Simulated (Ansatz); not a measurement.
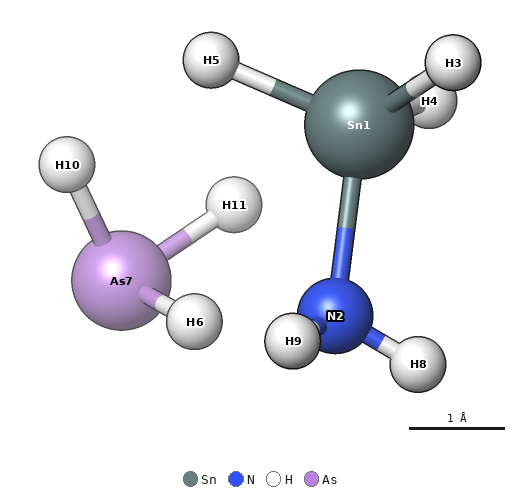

Figure 1. The structure as given in the input (ball-and-stick view, seen at a tilt; atoms are numbered from 1 in the order of the input). Sticks mark near contacts. Bond lengths as drawn: As–H 1.52 Å, H–N 1.01 Å, H–Sn 1.70 to 1.72 Å and N–Sn 2.04 Å.

Run report: SnAsNH₈, single-point calculation

The run: single-point calculation of SnAsNH₈. Method and program: RKS PBE0-D4/def2-TZVPP (Ansatz 0.2.0).

The geometry is the reactant side of a reaction. The reaction was set up to form Sn1–As7 and N2–H6 and to break Sn1–N2 and H6–As7 (atoms counted from 1 in the order of the input); sticks are drawn by distance alone. The geometry comes from this level: PBE0-D4/def2-TZVP.

What the program printed
```
Functional definition: PBE0
  name "PBE0"
  cite "Adamo & Barone, J. Chem. Phys. 110, 6158 (1999) doi:10.1063/1.478522"
  cite "Perdew, Burke & Ernzerhof, Phys. Rev. Lett. 77, 3865 (1996) doi:10.1103/PhysRevLett.77.3865"
  parent pbe
  parameter a = 0.25
  parameter kappa = 0.804
  parameter beta = 0.06672455060314922
  exchange = (1 - a)*pbe_x(kappa = kappa, mu = beta*pi^2/3) + a*exact_x
  correlation = pbe_c(beta = beta)
1511 factors; their error is unknown
mean field evaluation 1: about -68276.5171 eV, gradient 6.1e1 eV
mean field evaluation 2: about -68258.8012 eV, gradient 9.9e1 eV
mean field evaluation 4: about -68283.4715 eV, gradient 3.0e0 eV
mean field evaluation 8: about -68283.4879 eV, gradient 3.5e-2 eV
mean field evaluation 16: about -68283.8121 eV, gradient 5.2e-5 eV
mean field -68283.81211977 eV, -2509.3838109714 hartree, gradient 5.2e-5 eV, S^2 0.000000; 0 other end points of the search recorded, 0 dependent functions left out
reference -68283.81215971 eV, -2509.3838124393 hartree; 35, 35 occupied and 206, 206 virtual orbitals, 1511 factors
Total energy: -68283.98653468 eV, -2509.3902206012 hartree
```

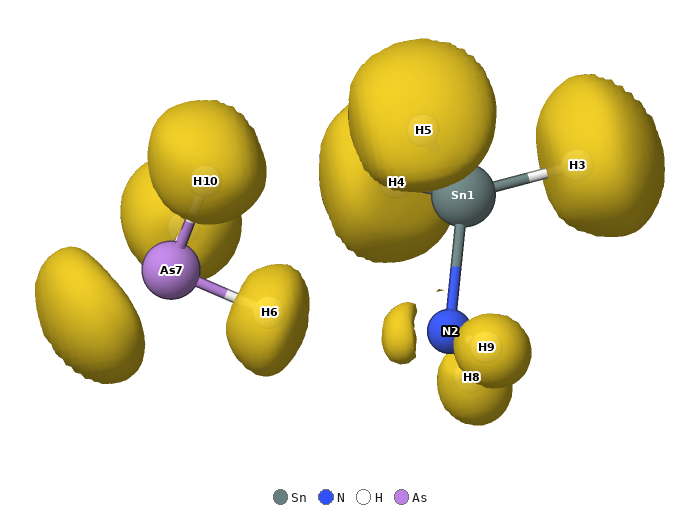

Figure 2. Isosurface of the electron localisation function at 0.9 (yellow), seen at a tilt. Core shells and regions of very low density are left out. Along the contacts the grid gives the following. Sn1···H6 (3.35 Å): the ELF is only about 0 between them (a non-bonded, intermolecular contact). Sn–N (2.04 Å): the ELF peaks at about 0.90 in the valence shell of N, 0.6 Å from its nucleus, and drops to about 0.15 between the two atoms.

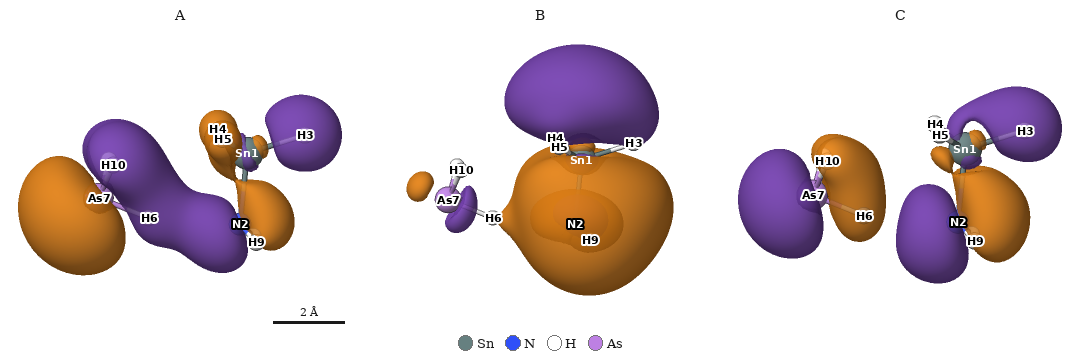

Figure 3. Three frontier orbitals at ±0.05 Å⁻³ᐟ² (orange and purple are the two phases). A is the HOMO−1 (−7.59 eV). C is the HOMO (−7.20 eV). It lies mainly on N2 (50 %), As7 (20 %) and Sn1 (10 %). B is the LUMO (−0.26 eV). By Hirshfeld shares it lies mainly on Sn1 (50 %), N2 (15 %), H8 (10 %) and H9 (10 %). The HOMO–LUMO gap is 6.94 eV between the orbital energies.

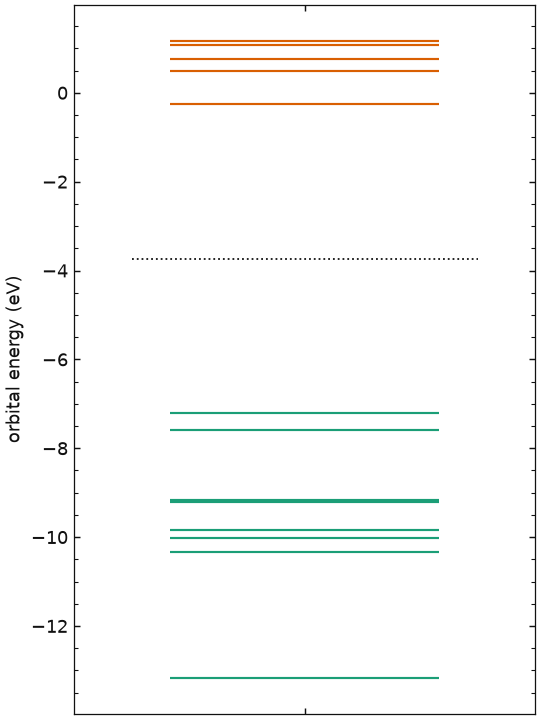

Figure 4. Orbital energies near the frontier; the dotted line parts filled from empty levels, and levels within 0.02 eV of each other stand side by side. Highest filled −7.20 eV, lowest empty −0.26 eV, 6.94 eV apart.

The run was set up as follows.

Input file
```yaml
crystal:
  periodic: [false, false, false]
  atoms:
    - {symbol: Sn, position_ang: [-0.503145, -0.460749, -1.384079]}
    - {symbol: N, position_ang: [1.363366, 0.192335, -0.897163]}
    - {symbol: H, position_ang: [-0.640174, -0.902125, -3.037011]}
    - {symbol: H, position_ang: [-0.798078, -1.815207, -0.394672]}
    - {symbol: H, position_ang: [-1.555650, 0.833722, -1.041471]}
    - {symbol: H, position_ang: [0.654714, 0.572979, 1.582323]}
    - {symbol: As, position_ang: [-0.174687, 0.630869, 2.858515]}
    - {symbol: H, position_ang: [2.076390, -0.511265, -1.045839]}
    - {symbol: H, position_ang: [1.641354, 1.012629, -1.421902]}
    - {symbol: H, position_ang: [-1.367240, 1.231417, 2.127086]}
    - {symbol: H, position_ang: [-0.696850, -0.784503, 2.654214]}
basis:
  gaussian: {orbitals: def2-TZVPP}
hamiltonian: {xc: pbe0, dispersion: d4}
output: {orbitals: {seedname: orbitals}}
```

Command:
```bash
ansatz run in.yaml --threads 8 --pin off --events-out ev --progress --plain --max-ram 19148MiB
```

Results in brief

- outcome: converged
- total energy: −68283.9865 eV
- mean-field energy: −68283.8122 eV
- dispersion energy: −0.1744 eV
- SCF solution under orbital rotations: stable
- HOMO: −7.20 eV
- LUMO: −0.26 eV
- hardware: 8 threads of Intel Xeon @ 2.50GHz, 180 GiB of memory available, shared host
- wall time: 3.9 s (CPU time 22 s)
- peak memory: 0.68 GiB
